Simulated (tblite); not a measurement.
**C4H12F2Si3: geometry relaxation (part 3 of 4)**

Continued. System: C4H12F2Si3, SMILES CCC(F)(F)[Si@@H]1C[SiH2][SiH2]1. Method: GFN2-xTB geometry optimisation, gas phase (tblite 0.8.0). It belongs to a series of runs on one base structure; here: H on C replaced by C2H5.

Geometry of the input (Å):
```
C  2.7367  -0.4321  0.2340
C  2.1557  0.6997  -0.5914
C  0.8206  0.3801  -1.1919
F  0.4689  1.5528  -1.9111
F  0.8054  -0.6895  -2.0254
Si -0.4165  0.2797  0.1957
C  -1.1602  -1.3618  0.5558
Si -2.6247  -0.4123  1.2742
Si -2.4321  0.8800  -0.5292
H  2.9780  -1.2509  -0.4738
H  3.6513  -0.0895  0.7396
H  1.9786  -0.8268  0.9444
H  2.8592  0.8849  -1.4239
H  2.0714  1.6475  0.0137
H  -0.0152  0.9823  1.4219
H  -0.6670  -1.9779  1.3464
H  -1.5254  -1.9252  -0.3207
H  -2.2198  0.2958  2.4874
H  -3.8671  -1.1584  1.3878
H  -2.8702  0.2463  -1.7657
H  -2.7366  2.2923  -0.3683
```

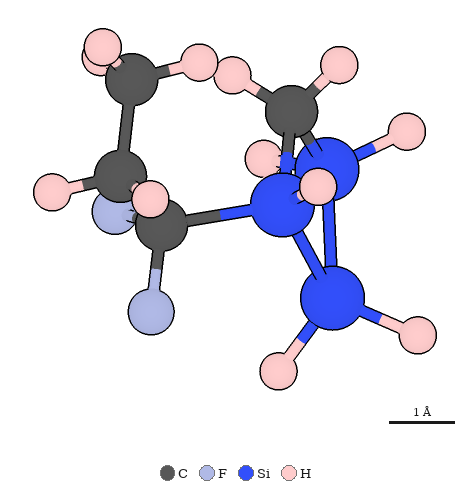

The geometry at step 92 of the log (ball-and-stick view, seen at a tilt).

### Trajectory as extended XYZ, continued
```
21
Properties=species:S:1:pos:R:3:forces:R:3 step=72 energy=-796.94500
C     2.6739   -0.5746    0.1725    0.0360   0.0110   0.0410
C     2.3031    0.5021   -0.8368    0.0400  -0.0040  -0.0190
C     0.8266    0.4204   -1.1803    0.0250   0.0110  -0.0260
F     0.5666    1.2652   -2.2430    0.0040   0.0280   0.0510
F     0.5597   -0.8286   -1.6931   -0.1130   0.0060  -0.0440
Si   -0.4179    0.8162    0.2679    0.0700  -0.0620   0.0390
C    -0.9185   -0.8665    1.0746   -0.0210   0.1020   0.1130
Si   -2.8451   -0.8643    0.8763   -0.0130  -0.0440  -0.0390
Si   -2.6551    1.1479   -0.3194    0.0310   0.0170  -0.0040
H     2.4356   -1.5579   -0.2271    0.0170   0.0120  -0.0100
H     3.7368   -0.5408    0.3931    0.0380   0.0180  -0.0110
H     2.1247   -0.4425    1.1009   -0.0300   0.0320   0.0380
H     2.8965    0.3731   -1.7456   -0.0390  -0.0060  -0.0470
H     2.4910    1.5049   -0.4484    0.0550  -0.0370   0.0420
H     0.3873    1.6686    1.1727   -0.0540  -0.0450  -0.0830
H    -0.5916   -0.9509    2.1110   -0.0670   0.0060  -0.0230
H    -0.4709   -1.7143    0.5616    0.0080  -0.0320  -0.0340
H    -3.5193   -0.8043    2.1803    0.0240  -0.0120   0.0170
H    -3.3229   -2.0991    0.2415    0.0070   0.0210   0.0070
H    -3.0190    1.2098   -1.7381   -0.0020  -0.0050   0.0060
H    -3.2505    2.3525    0.2790   -0.0160  -0.0160  -0.0140
21
Properties=species:S:1:pos:R:3:forces:R:3 step=75 energy=-796.95669
C     2.6571   -0.5779    0.1729    0.0110  -0.0040   0.0570
C     2.2930    0.4770   -0.8644    0.0430  -0.0770   0.0420
C     0.8048    0.4311   -1.1729    0.0800  -0.0420  -0.0210
F     0.5455    1.3056   -2.2084   -0.0220   0.0630  -0.0230
F     0.4871   -0.7993   -1.7078   -0.0320   0.0400   0.0090
Si   -0.4033    0.8352    0.3024    0.0830  -0.0250   0.0080
C    -0.9127   -0.8343    1.1272    0.0390  -0.0100   0.0220
Si   -2.8265   -0.8910    0.8394   -0.0730  -0.0610   0.0040
Si   -2.6281    1.1420   -0.3175   -0.0710   0.0770   0.0100
H     2.3927   -1.5716   -0.1867    0.0330   0.0670  -0.0200
H     3.7233   -0.5592    0.3884   -0.0210   0.0190  -0.0620
H     2.1187   -0.4005    1.1022    0.0020   0.0110   0.0020
H     2.8657    0.3142   -1.7826   -0.0750  -0.0210  -0.0010
H     2.5178    1.4820   -0.4996    0.0170  -0.0450   0.0040
H     0.4453    1.7046    1.1408   -0.0570  -0.0080   0.0250
H    -0.6360   -0.9051    2.1781   -0.0300   0.0330  -0.0180
H    -0.4215   -1.6743    0.6405    0.0110  -0.0640   0.0100
H    -3.5420   -0.8993    2.1255    0.0260   0.0160  -0.0190
H    -3.2646   -2.1194    0.1594    0.0600   0.0510   0.0170
H    -2.9679    1.2376   -1.7381   -0.0100  -0.0100  -0.0320
H    -3.2574    2.3197    0.3009   -0.0130  -0.0110  -0.0160
21
Properties=species:S:1:pos:R:3:forces:R:3 step=79 energy=-796.96233
C     2.6478   -0.5772    0.1792    0.0090  -0.0110  -0.0360
C     2.2901    0.4586   -0.8743   -0.0230   0.0500  -0.0420
C     0.8018    0.4351   -1.1720   -0.0650   0.0640   0.0170
F     0.5392    1.3355   -2.1899    0.0360  -0.0160   0.0220
F     0.4552   -0.7787   -1.7202    0.0000  -0.0020  -0.0220
Si   -0.3875    0.8381    0.3161   -0.0730   0.0090   0.0120
C    -0.9082   -0.8237    1.1477    0.0010  -0.0580  -0.0130
Si   -2.8205   -0.8963    0.8262    0.0330   0.0150  -0.0140
Si   -2.6190    1.1465   -0.3151    0.0070   0.0010   0.0190
H     2.3744   -1.5676   -0.1733    0.0040  -0.0620   0.0080
H     3.7152   -0.5631    0.3782    0.0340   0.0080   0.0100
H     2.1135   -0.3819    1.1065    0.0290   0.0050   0.0120
H     2.8401    0.2733   -1.8007    0.0190  -0.0350   0.0090
H     2.5326    1.4659   -0.5289    0.0240  -0.0150  -0.0140
H     0.4679    1.7100    1.1445   -0.0560  -0.0050   0.0320
H    -0.6575   -0.8738    2.2062   -0.0040   0.0150  -0.0270
H    -0.4071   -1.6727    0.6829    0.0010  -0.0080   0.0600
H    -3.5587   -0.9261    2.0989    0.0250  -0.0090  -0.0340
H    -3.2081   -2.1177    0.1095    0.0170   0.0120   0.0320
H    -2.9446    1.2341   -1.7414   -0.0120   0.0190   0.0120
H    -3.2755    2.2988    0.3196   -0.0060   0.0230  -0.0410
21
Properties=species:S:1:pos:R:3:forces:R:3 step=82 energy=-796.96665
C     2.6476   -0.5803    0.1776    0.0100  -0.0080   0.0110
C     2.2839    0.4470   -0.8842    0.0340  -0.0300   0.0250
C     0.7909    0.4455   -1.1677    0.0700  -0.0330  -0.0250
F     0.5431    1.3583   -2.1748   -0.0240   0.0290  -0.0090
F     0.4314   -0.7597   -1.7320   -0.0100   0.0370   0.0190
Si   -0.3915    0.8410    0.3260    0.0110   0.0040   0.0230
C    -0.9085   -0.8224    1.1587   -0.0240   0.0370   0.0360
Si   -2.8185   -0.8990    0.8120    0.0920   0.0010  -0.0070
Si   -2.6153    1.1544   -0.3142   -0.0370  -0.0540  -0.0150
H     2.3675   -1.5755   -0.1630    0.0320   0.0160   0.0590
H     3.7187   -0.5621    0.3722   -0.0530  -0.0220  -0.0430
H     2.1252   -0.3676    1.1099    0.0230  -0.0370  -0.0390
H     2.8242    0.2370   -1.8113   -0.0200  -0.0050  -0.0100
H     2.5532    1.4509   -0.5521   -0.0090   0.0270  -0.0220
H     0.4680    1.7183    1.1472   -0.0710  -0.0210   0.0240
H    -0.6777   -0.8494    2.2230   -0.0190   0.0220  -0.0260
H    -0.3912   -1.6767    0.7270    0.0080  -0.0230  -0.0040
H    -3.5621   -0.9514    2.0800    0.0050  -0.0070  -0.0300
H    -3.1734   -2.1217    0.0841   -0.0100  -0.0040   0.0160
H    -2.9362    1.2375   -1.7447   -0.0020   0.0290   0.0610
H    -3.2884    2.2930    0.3257   -0.0070   0.0410  -0.0450
21
Properties=species:S:1:pos:R:3:forces:R:3 step=86 energy=-796.97398
C     2.6393   -0.5874    0.1759    0.0190  -0.0190   0.0040
C     2.2769    0.4169   -0.9067   -0.0060   0.0040  -0.0060
C     0.7792    0.4632   -1.1628   -0.0140  -0.0010   0.0260
F     0.5372    1.4001   -2.1518    0.0140   0.0000   0.0450
F     0.3711   -0.7194   -1.7404    0.0130  -0.0100   0.0120
Si   -0.3914    0.8554    0.3488    0.0330   0.0050  -0.0550
C    -0.8981   -0.8043    1.1984    0.0270   0.0180  -0.0240
Si   -2.7848   -0.9272    0.7742   -0.0400   0.0160   0.0510
Si   -2.6180    1.1534   -0.3007    0.0200  -0.0040  -0.0160
H     2.3460   -1.5918   -0.1203   -0.0250   0.0100  -0.0090
H     3.7130   -0.5777    0.3404    0.0370  -0.0210   0.0120
H     2.1438   -0.3418    1.1125   -0.0060  -0.0040   0.0110
H     2.7902    0.1595   -1.8373   -0.0270   0.0150  -0.0240
H     2.5885    1.4214   -0.6115   -0.0310  -0.0070  -0.0250
H     0.4549    1.7426    1.1665   -0.0060  -0.0030   0.0400
H    -0.7167   -0.7768    2.2728   -0.0200  -0.0220  -0.0500
H    -0.3508   -1.6692    0.8240    0.0200   0.0620   0.0340
H    -3.5753   -1.0207    2.0104   -0.0060  -0.0170  -0.0100
H    -3.0915   -2.1383    0.0090    0.0070  -0.0230  -0.0020
H    -2.9102    1.2721   -1.7318   -0.0180   0.0060   0.0020
H    -3.3120    2.2869    0.3300    0.0090  -0.0060  -0.0160
21
Properties=species:S:1:pos:R:3:forces:R:3 step=89 energy=-796.97632
C     2.6280   -0.5900    0.1758    0.0220   0.0020  -0.0070
C     2.2683    0.4075   -0.9147    0.0180   0.0280  -0.0140
C     0.7705    0.4665   -1.1570    0.0020   0.0020  -0.0070
F     0.5251    1.4081   -2.1410    0.0280  -0.0180   0.0200
F     0.3485   -0.7129   -1.7297   -0.0020  -0.0170  -0.0170
Si   -0.3829    0.8654    0.3562   -0.0310   0.0370   0.0640
C    -0.8864   -0.7935    1.2065   -0.0270   0.0140   0.0460
Si   -2.7710   -0.9372    0.7622    0.0220  -0.0040  -0.0010
Si   -2.6077    1.1532   -0.3001    0.0050   0.0120   0.0160
H     2.3171   -1.5921   -0.1089   -0.0030  -0.0060  -0.0170
H     3.7032   -0.5917    0.3343    0.0150  -0.0270   0.0000
H     2.1407   -0.3318    1.1133    0.0040   0.0150   0.0090
H     2.7685    0.1372   -1.8495   -0.0180   0.0080   0.0060
H     2.5890    1.4141   -0.6355   -0.0100  -0.0260  -0.0070
H     0.4610    1.7511    1.1818   -0.0130  -0.0200  -0.0010
H    -0.7295   -0.7528    2.2854   -0.0140  -0.0080  -0.0680
H    -0.3165   -1.6535    0.8579   -0.0090   0.0310   0.0050
H    -3.5789   -1.0575    1.9842    0.0000  -0.0040   0.0030
H    -3.0570   -2.1466   -0.0180    0.0220   0.0100   0.0090
H    -2.8904    1.2875   -1.7301   -0.0240  -0.0090  -0.0330
H    -3.3084    2.2860    0.3266    0.0120  -0.0210  -0.0040
21
Properties=species:S:1:pos:R:3:forces:R:3 step=92 energy=-796.97759
C     2.6278   -0.5920    0.1760    0.0070  -0.0030  -0.0100
C     2.2651    0.3965   -0.9226    0.0000  -0.0090   0.0060
C     0.7653    0.4724   -1.1513    0.0040  -0.0140   0.0070
F     0.5273    1.4269   -2.1238    0.0070  -0.0070  -0.0040
F     0.3279   -0.6969   -1.7356    0.0000   0.0080   0.0100
Si   -0.3835    0.8742    0.3677   -0.0120  -0.0080  -0.0030
C    -0.8881   -0.7827    1.2189   -0.0200   0.0140   0.0030
Si   -2.7628   -0.9458    0.7496   -0.0090  -0.0060  -0.0080
Si   -2.6043    1.1539   -0.3006   -0.0180  -0.0080  -0.0180
H     2.3068   -1.5947   -0.0978    0.0050   0.0080  -0.0070
H     3.7052   -0.6008    0.3251   -0.0180  -0.0220  -0.0010
H     2.1487   -0.3226    1.1157    0.0250   0.0150  -0.0190
H     2.7487    0.1067   -1.8600   -0.0050   0.0130   0.0020
H     2.6003    1.4029   -0.6630    0.0000  -0.0110   0.0110
H     0.4626    1.7574    1.1881    0.0160   0.0100   0.0260
H    -0.7547   -0.7271    2.2972    0.0040   0.0030   0.0330
H    -0.3037   -1.6420    0.8967    0.0050   0.0100  -0.0250
H    -3.5798   -1.0879    1.9648    0.0030   0.0020  -0.0180
H    -3.0233   -2.1544   -0.0416    0.0210   0.0220   0.0130
H    -2.8820    1.2934   -1.7331   -0.0150  -0.0100   0.0020
H    -3.3124    2.2792    0.3292    0.0010  -0.0080   0.0020
21
Properties=species:S:1:pos:R:3:forces:R:3 step=96 energy=-796.97899
C     2.6245   -0.5959    0.1732   -0.0030  -0.0210   0.0040
C     2.2602    0.3857   -0.9292   -0.0040   0.0040   0.0030
C     0.7596    0.4744   -1.1440   -0.0180   0.0210   0.0090
F     0.5267    1.4324   -2.1150   -0.0080   0.0010  -0.0080
F     0.3062   -0.6885   -1.7284   -0.0030  -0.0060   0.0190
Si   -0.3851    0.8879    0.3776    0.0180   0.0150   0.0210
C    -0.8871   -0.7648    1.2369    0.0020  -0.0050  -0.0070
Si   -2.7495   -0.9558    0.7330   -0.0060   0.0270   0.0340
Si   -2.6056    1.1521   -0.3027    0.0020  -0.0010  -0.0010
H     2.2877   -1.5954   -0.0909   -0.0170  -0.0170   0.0090
H     3.7016   -0.6233    0.3141    0.0230   0.0060  -0.0210
H     2.1610   -0.3100    1.1152    0.0020   0.0020  -0.0060
H     2.7287    0.0846   -1.8700    0.0140   0.0000  -0.0120
H     2.6057    1.3915   -0.6846    0.0150   0.0100   0.0280
H     0.4634    1.7640    1.2076    0.0000  -0.0040  -0.0220
H    -0.7693   -0.6989    2.3175   -0.0080  -0.0070  -0.0100
H    -0.2866   -1.6173    0.9263    0.0010  -0.0040   0.0030
H    -3.5841   -1.1175    1.9341    0.0010  -0.0030  -0.0280
H    -2.9749   -2.1587   -0.0744    0.0130   0.0010   0.0030
H    -2.8783    1.2986   -1.7348   -0.0190   0.0000  -0.0050
H    -3.3138    2.2717    0.3381   -0.0060  -0.0160  -0.0120
21
Properties=species:S:1:pos:R:3:forces:R:3 step=99 energy=-796.97972
C     2.6233   -0.6000    0.1710    0.0140   0.0150  -0.0130
C     2.2592    0.3844   -0.9302    0.0160   0.0160   0.0000
C     0.7570    0.4753   -1.1416    0.0300   0.0000  -0.0070
F     0.5248    1.4281   -2.1178   -0.0160  -0.0040   0.0050
F     0.3026   -0.6913   -1.7191   -0.0080   0.0100   0.0200
Si   -0.3845    0.8932    0.3816   -0.0100  -0.0020  -0.0060
C    -0.8841   -0.7608    1.2407    0.0070   0.0060  -0.0010
Si   -2.7454   -0.9546    0.7333    0.0060   0.0060  -0.0090
Si   -2.6059    1.1520   -0.3037    0.0110   0.0010   0.0000
H     2.2783   -1.5975   -0.0908   -0.0040  -0.0030   0.0220
H     3.7017   -0.6317    0.3100   -0.0150  -0.0040  -0.0390
H     2.1653   -0.3048    1.1127   -0.0040  -0.0250   0.0060
H     2.7271    0.0859   -1.8739   -0.0130   0.0110   0.0310
H     2.6070    1.3893   -0.6806    0.0020  -0.0180   0.0060
H     0.4654    1.7649    1.2117    0.0170   0.0170  -0.0100
H    -0.7660   -0.6963    2.3218   -0.0110  -0.0080  -0.0220
H    -0.2791   -1.6095    0.9276   -0.0180  -0.0060   0.0120
H    -3.5930   -1.1227    1.9221    0.0000  -0.0020   0.0050
H    -2.9615   -2.1560   -0.0794    0.0140   0.0020   0.0050
H    -2.8840    1.3010   -1.7351   -0.0090  -0.0040   0.0030
H    -3.3172    2.2682    0.3390   -0.0070  -0.0080  -0.0070
21
Properties=species:S:1:pos:R:3:forces:R:3 step=103 energy=-796.98087
C     2.6277   -0.6060    0.1674   -0.0190  -0.0180   0.0100
C     2.2593    0.3778   -0.9319   -0.0170  -0.0030   0.0030
C     0.7570    0.4811   -1.1327   -0.0220   0.0000   0.0000
F     0.5256    1.4326   -2.1106   -0.0040   0.0030  -0.0020
F     0.2882   -0.6831   -1.7042    0.0070  -0.0060   0.0030
Si   -0.3871    0.9061    0.3868    0.0150   0.0050   0.0030
C    -0.8848   -0.7458    1.2507   -0.0080  -0.0140  -0.0030
Si   -2.7389   -0.9573    0.7244    0.0040  -0.0260  -0.0180
Si   -2.6094    1.1501   -0.3085    0.0150   0.0150   0.0050
H     2.2673   -1.6020   -0.0800   -0.0010   0.0030  -0.0100
H     3.7080   -0.6490    0.2840   -0.0100  -0.0040   0.0000
H     2.1852   -0.3048    1.1148    0.0240  -0.0010   0.0080
H     2.7132    0.0696   -1.8779    0.0140   0.0160  -0.0040
H     2.6202    1.3790   -0.6885    0.0010   0.0010   0.0020
H     0.4662    1.7806    1.2124    0.0010   0.0120  -0.0120
H    -0.7823   -0.6744    2.3325    0.0030  -0.0010  -0.0080
H    -0.2724   -1.5942    0.9506   -0.0150   0.0070   0.0160
H    -3.6036   -1.1486    1.8978    0.0110   0.0080   0.0040
H    -2.9248   -2.1591   -0.0962    0.0090   0.0090   0.0030
H    -2.8994    1.3067   -1.7369    0.0040  -0.0060   0.0080
H    -3.3241    2.2577    0.3454   -0.0110   0.0000  -0.0070
21
Properties=species:S:1:pos:R:3:forces:R:3 step=106 energy=-796.98153
C     2.6187   -0.6105    0.1650    0.0010  -0.0090   0.0080
C     2.2520    0.3748   -0.9339    0.0000  -0.0080   0.0090
C     0.7496    0.4844   -1.1279    0.0020  -0.0060  -0.0030
F     0.5153    1.4309   -2.1096   -0.0020  -0.0040  -0.0040
F     0.2733   -0.6826   -1.6879    0.0050   0.0000  -0.0140
Si   -0.3836    0.9164    0.3956    0.0060   0.0050   0.0200
C    -0.8820   -0.7359    1.2580    0.0050  -0.0120   0.0060
Si   -2.7282   -0.9625    0.7112    0.0090   0.0080   0.0140
Si   -2.6021    1.1520   -0.3102   -0.0060  -0.0030   0.0180
H     2.2470   -1.6042   -0.0750   -0.0090   0.0090  -0.0150
H     3.6993   -0.6634    0.2694    0.0110  -0.0120   0.0060
H     2.1922   -0.3021    1.1174    0.0100   0.0000  -0.0040
H     2.7042    0.0651   -1.8806   -0.0080   0.0050  -0.0020
H     2.6215    1.3732   -0.6922   -0.0130   0.0080   0.0090
H     0.4723    1.7912    1.2191   -0.0030   0.0050  -0.0210
H    -0.7892   -0.6612    2.3404   -0.0100   0.0020  -0.0050
H    -0.2621   -1.5816    0.9676    0.0010  -0.0050   0.0070
H    -3.5987   -1.1649    1.8797    0.0120   0.0030  -0.0160
H    -2.8904   -2.1612   -0.1169    0.0000  -0.0040  -0.0010
H    -2.8949    1.3071   -1.7374    0.0070   0.0040  -0.0080
H    -3.3232    2.2521    0.3476   -0.0190   0.0100  -0.0050
21
Properties=species:S:1:pos:R:3:forces:R:3 step=109 energy=-796.98196
C     2.6120   -0.6143    0.1642    0.0220   0.0170  -0.0180
C     2.2467    0.3708   -0.9363    0.0060   0.0190  -0.0040
C     0.7436    0.4869   -1.1251    0.0090  -0.0070   0.0030
F     0.5069    1.4329   -2.1072    0.0120  -0.0110   0.0140
F     0.2613   -0.6790   -1.6822    0.0010  -0.0010  -0.0090
Si   -0.3799    0.9229    0.4059   -0.0150  -0.0200  -0.0310
C    -0.8774   -0.7315    1.2656    0.0070   0.0090   0.0050
Si   -2.7173   -0.9666    0.7031    0.0000   0.0040  -0.0030
Si   -2.5968    1.1538   -0.3077   -0.0210   0.0030  -0.0120
H     2.2297   -1.6048   -0.0715   -0.0040   0.0090  -0.0030
H     3.6932   -0.6754    0.2622   -0.0030  -0.0180  -0.0020
H     2.1961   -0.2971    1.1182   -0.0020  -0.0090  -0.0010
H     2.6949    0.0587   -1.8849   -0.0180   0.0020   0.0210
H     2.6217    1.3688   -0.6979   -0.0210  -0.0130   0.0070
H     0.4796    1.7984    1.2209    0.0160   0.0200   0.0010
H    -0.7970   -0.6506    2.3482   -0.0080  -0.0020   0.0100
H    -0.2504   -1.5751    0.9862    0.0050  -0.0080   0.0030
H    -3.5967   -1.1801    1.8619    0.0060   0.0020  -0.0020
H    -2.8654   -2.1631   -0.1313    0.0030   0.0020   0.0000
H    -2.8851    1.3106   -1.7375    0.0180   0.0000   0.0210
H    -3.3287    2.2507    0.3446   -0.0120   0.0020  -0.0010
```
